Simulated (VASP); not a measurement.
## Quasiparticle energies of In2O3 in VASP

Wanted: how far GW moves the Kohn-Sham levels of In2O3. The cell has space group R-3c. The start is a cell from a database of measured crystal structures.

Main program and level: VASP 6.6.1; LDA; plane waves and PAW (In_d_GW, O_GW), in the first sound run; inputs show where later runs differ.

## (1) The starting structure

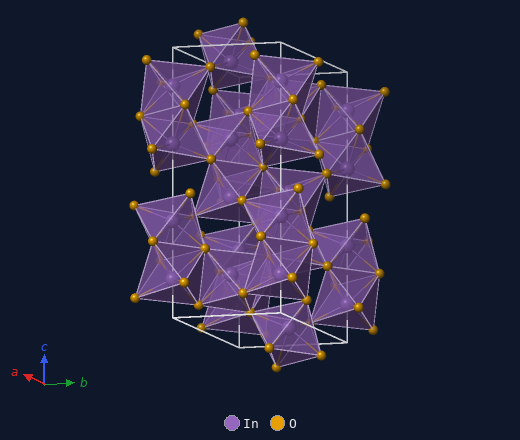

The starting structure, seen from a free direction (indium purple, oxygen orange). This picture shows the conventional cell, with its axes. Some periodic images of atoms are drawn too.

Coordinates:

```cif
data_structure
_symmetry_space_group_name_H-M 'P 1'
_symmetry_Int_Tables_number 1
_cell_length_a 5.7818
_cell_length_b 5.7818
_cell_length_c 5.7818
_cell_angle_alpha 56.655
_cell_angle_beta 56.655
_cell_angle_gamma 56.655
_cell_volume 126.11
loop_
_atom_site_label
_atom_site_type_symbol
_atom_site_fract_x
_atom_site_fract_y
_atom_site_fract_z
_atom_site_occupancy
In1 In 0.35731 0.35731 0.35731 1
In2 In 0.14269 0.14269 0.14269 1
In3 In 0.64269 0.64269 0.64269 1
In4 In 0.85731 0.85731 0.85731 1
O5 O 0.54800 0.95200 0.25000 1
O6 O 0.25000 0.54800 0.95200 1
O7 O 0.95200 0.25000 0.54800 1
O8 O 0.45200 0.04800 0.75000 1
O9 O 0.75000 0.45200 0.04800 1
O10 O 0.04800 0.75000 0.45200 1
```

## (2) Empty bands

ALGO = Exact makes the empty bands from the converged ground state in one step. LOPTICS writes the k-derivatives of the orbitals (WAVEDER), which give the long-wavelength limit of the screening.

INCAR reads:

```
SYSTEM = In2O3
PREC = Accurate
ENCUT = 440
ISMEAR = 0
SIGMA = 0.01
LREAL = .FALSE.
GGA = CA
NBANDS = 208
ALGO = Exact
NELM = 1
LWAVE = .TRUE.
LCHARG = .FALSE.
LOPTICS = .TRUE.
NEDOS = 1000
CSHIFT = 0.1
```

POSCAR reads:

```
In2O3
1.0
    2.7435000000      1.5839604635      4.8366666667
   -2.7435000000      1.5839604635      4.8366666667
    0.0000000000     -3.1679209270      4.8366666667
In O
4 6
Direct
    0.3573100000      0.3573100000      0.3573100000
    0.1426900000      0.1426900000      0.1426900000
    0.6426900000      0.6426900000      0.6426900000
    0.8573100000      0.8573100000      0.8573100000
    0.5480000000      0.9520000000      0.2500000000
    0.2500000000      0.5480000000      0.9520000000
    0.9520000000      0.2500000000      0.5480000000
    0.4520000000      0.0480000000      0.7500000000
    0.7500000000      0.4520000000      0.0480000000
    0.0480000000      0.7500000000      0.4520000000
```

KPOINTS reads:

```
Automatic mesh
0
Gamma
4 4 4
0 0 0
```

PAW data sets: In_d_GW and O_GW (LDA family, release 64).

Launch:

```sh
> mpirun -np 8 vasp_std
```

The program printed:

```text
[banner, memory and clock lines left out]
running    8 mpi-ranks, on    1 nodes
 distrk:  each k-point on    8 cores,    1 groups
 distr:  one band on    1 cores,    8 groups

 POSCAR found type information on POSCAR InO
 POSCAR found :  2 types and      10 ions
|                                                                             |
|           W    W    AA    RRRRR   N    N  II  N    N   GGGG   !!!           |
|           W    W   A  A   R    R  NN   N  II  NN   N  G    G  !!!           |
|           W    W  A    A  R    R  N N  N  II  N N  N  G       !!!           |
|           W WW W  AAAAAA  RRRRR   N  N N  II  N  N N  G  GGG   !            |
|           WW  WW  A    A  R   R   N   NN  II  N   NN  G    G                |
|           W    W  A    A  R    R  N    N  II  N    N   GGGG   !!!           |
|                                                                             |
|     For optimal performance we recommend to set                             |
|       NCORE = 2 up to number-of-cores-per-socket                            |
|     NCORE specifies how many cores store one orbital (NPAR=cpu/NCORE).      |
|     This setting can greatly improve the performance of VASP for DFT.       |
|     The default, NCORE=1 might be grossly inefficient on modern             |
|     multi-core architectures or massively parallel machines. Do your        |
|     Unfortunately you need to use the default for GW and RPA                |
|     calculations (for HF NCORE is supported but not extensively tested      |
|     yet).                                                                   |
|                                                                             |

 LDA part: xc-table for (Slater(with rela. corr.)+CA(PZ))
 , standard interpolation
 found WAVECAR, reading the header
  number of bands has changed, file:    54 present:   208
  trying to continue reading WAVECAR, but it might fail
 POSCAR, INCAR and KPOINTS ok, starting setup
 FFT: planning ... GRIDC
 FFT: planning ... GRID_SOFT
 FFT: planning ... GRID
 reading WAVECAR
 random initialization beyond band           54
 the WAVECAR file was read successfully
 initial charge from wavefunction
 entering main loop
       N       E                     dE             d eps       ncg     rms          rms(c)
DIA:   1    -0.638501646705E+02   -0.63850E+02    0.00000E+00     0   0.000E+00
   1 F= -.63850165E+02 E0= -.63850165E+02  d E =-.213809E-12
 writing wavefunctions
 optical routines
 imaginary and real dielectric function
 recalculating local potential from charge density
 direction            1
 direction            2
 direction            3
```

It took 66 s on 8 MPI ranks of Intel Xeon Platinum 8488C (Sapphire Rapids), shared host; peak memory 3.5 GiB.

Lines that name or quote the potential files are left out of all logs, and their timing lines are given in words.

OUTCAR, selected parts (step 2):

```text
ion  position               nearest neighbor table
   1  0.357  0.357  0.357-   9 2.12   8 2.12  10 2.12   7 2.26   6 2.26   5 2.26   2 3.11
   2  0.143  0.143  0.143-  10 2.12   8 2.12   9 2.12   7 2.26   6 2.26   5 2.26   1 3.11
   3  0.643  0.643  0.643-   6 2.12   5 2.12   7 2.12   9 2.26  10 2.26   8 2.26   4 3.11
   4  0.857  0.857  0.857-   7 2.12   5 2.12   6 2.12   9 2.26  10 2.26   8 2.26   3 3.11
   5  0.548  0.952  0.250-   3 2.12   4 2.12   1 2.26   2 2.26
   6  0.250  0.548  0.952-   3 2.12   4 2.12   1 2.26   2 2.26
   7  0.952  0.250  0.548-   4 2.12   3 2.12   1 2.26   2 2.26
   8  0.452  0.048  0.750-   1 2.12   2 2.12   3 2.26   4 2.26
   9  0.750  0.452  0.048-   1 2.12   2 2.12   3 2.26   4 2.26
  10  0.048  0.750  0.452-   2 2.12   1 2.12   3 2.26   4 2.26

  LATTYP: Found a trigonal (rhomboedric) cell.
 ALAT       =     5.7817875648
 COS(alpha) =     0.5496857780

 Subroutine GETGRP returns: Found 12 space group operations
 (whereof  6 operations were pure point group operations)

The static configuration has the point symmetry S_6 .
 The point group associated with its full space group is D_3d.

 Found     13 irreducible k-points:

   k-points           NKPTS =     13   k-points in BZ     NKDIM =     13   number of bands    NBANDS=    208

   dimension x,y,z NGX =    40 NGY =   40 NGZ =   40
   dimension x,y,z NGXF=    80 NGYF=   80 NGZF=   80

   ENCUT  =  440.0 eV  32.34 Ry    5.69 a.u.   9.89  9.89  9.89*2*pi/ulx,y,z

   NELECT =      88.0000    total number of electrons

 k-points in reciprocal lattice and weights: Automatic mesh
   0.00000000  0.00000000  0.00000000       0.016
   0.25000000 -0.00000000 -0.00000000       0.094
   0.50000000 -0.00000000 -0.00000000       0.047
   0.25000000  0.25000000 -0.00000000       0.094
   0.50000000  0.25000000  0.00000000       0.188
  -0.25000000  0.25000000  0.00000000       0.094
   0.50000000  0.50000000 -0.00000000       0.047
   0.25000000  0.25000000  0.25000000       0.031
   0.50000000  0.25000000  0.25000000       0.094
  -0.25000000  0.25000000  0.25000000       0.094
   0.50000000  0.50000000  0.25000000       0.094
  -0.25000000  0.50000000  0.25000000       0.094
   0.50000000  0.50000000  0.50000000       0.016

 average (electrostatic) potential at core
       1 -72.5457       2 -72.5457       3 -72.5457       4 -72.5457       5 -70.7280
       6 -70.7280       7 -70.7280       8 -70.7280       9 -70.7280      10 -70.7280

 E-fermi :   3.6054

 k-point     1 :       0.0000    0.0000    0.0000
  band No.  band energies     occupation
    ...
     40       3.1904      2.00000
     41       3.2858      2.00000
     42       3.2858      2.00000
     43       3.5158      2.00000
     44       3.5158      2.00000
     45       4.7673      0.00000
     46       8.9762      0.00000
     47       9.6659      0.00000
     48      10.7349      0.00000
     49      12.5971      0.00000
    ...

 k-point     2 :       0.2500   -0.0000   -0.0000
  band No.  band energies     occupation
    ...
     40       3.0015      2.00000
     41       3.1490      2.00000
     42       3.1570      2.00000
     43       3.3899      2.00000
     44       3.5589      2.00000
     45       6.3541      0.00000
     46       9.4059      0.00000
     47       9.5079      0.00000
     48      10.1372      0.00000
     49      11.2283      0.00000
    ...

 k-point     3 :       0.5000   -0.0000   -0.0000
  band No.  band energies     occupation
    ...
     40       2.6269      2.00000
     41       2.7857      2.00000
     42       2.7857      2.00000
     43       3.5004      2.00000
     44       3.5004      2.00000
     45       8.4415      0.00000
     46       8.4415      0.00000
     47       9.3071      0.00000
     48       9.3071      0.00000
     49      11.8066      0.00000
    ...

  Total       -4.9460867     -4.9460867     -5.2600641      0.0000000      0.0000000      0.0000000
  in kB      -62.8384687    -62.8384687    -66.8274534      0.0000000      0.0000000      0.0000000
  external PRESSURE =     -64.1681303 kB  Pullay stress =       0.0000000 kB

  energy-cutoff  :      440.00
  volume of cell :      126.11
      direct lattice vectors                 reciprocal lattice vectors
     2.743500000  1.583960463  4.836666667     0.182248952  0.105221482  0.068917988
    -2.743500000  1.583960463  4.836666667    -0.182248952  0.105221482  0.068917988
     0.000000000 -3.167920927  4.836666667     0.000000000 -0.210442963  0.068917988

 POSITION                                       TOTAL-FORCE (eV/Angst)
 -----------------------------------------------------------------------------------
      0.00000      0.00000      5.18457         0.000000      0.000000     -0.107999
      0.00000      0.00000      2.07043         0.000000      0.000000      0.107999
      0.00000      0.00000      9.32543         0.000000     -0.000000      0.107999
      0.00000      0.00000     12.43957         0.000000     -0.000000     -0.107999
     -1.10837      1.58396      8.46417        -0.168493      0.000000      0.000000
     -0.81756     -1.75186      8.46417         0.084247     -0.145920      0.000000
      1.92594      0.16790      8.46417         0.084247      0.145920      0.000000
      1.10837     -1.58396      6.04583         0.168493     -0.000000      0.000000
      0.81756      1.75186      6.04583        -0.084247      0.145920      0.000000
     -1.92594     -0.16790      6.04583        -0.084247     -0.145920      0.000000
 -----------------------------------------------------------------------------------
    total drift:                               -0.000000     -0.000000      0.000000

  FREE ENERGIE OF THE ION-ELECTRON SYSTEM (eV)
  ---------------------------------------------------
  free  energy   TOTEN  =       -63.8501646705 eV

  energy  without entropy=      -63.8501646705  energy(sigma->0) =      -63.85016467

 plasma frequency squared (from intraband transitions) (eV^2)
  --------------------------------------------------------------------------------------
       0.000      -0.000       0.000
      -0.000       0.000       0.000
      -0.000       0.000       0.000

[... 3 further parts left out ...]
```

WAVECAR now holds 208 bands for 88 electrons. Its independent-particle dielectric tensor has xx, yy, zz = 5.5, 5.5, 5.4 on this mesh, which isn't tested for convergence in mesh or bands and lacks local fields.

(Part 1 of 3 ends here.)

[Lines on the potential files, build, host, timing and source positions are cut from VASP's logs without a mark.]

[Logs are printed without paths, hosts, clocks, repeated set-up lines and the standing remarks that a program may print on its own settings, such as how far it seeks lower states.]

[Hosts, paths, dates, database ids (printed as entryN), source tags and the programs' standing remarks are cut or masked in the printed files.]

[Pressures printed for these runs are not shown converged in the cutoff: they can be off by several GPa and have the wrong sign.]
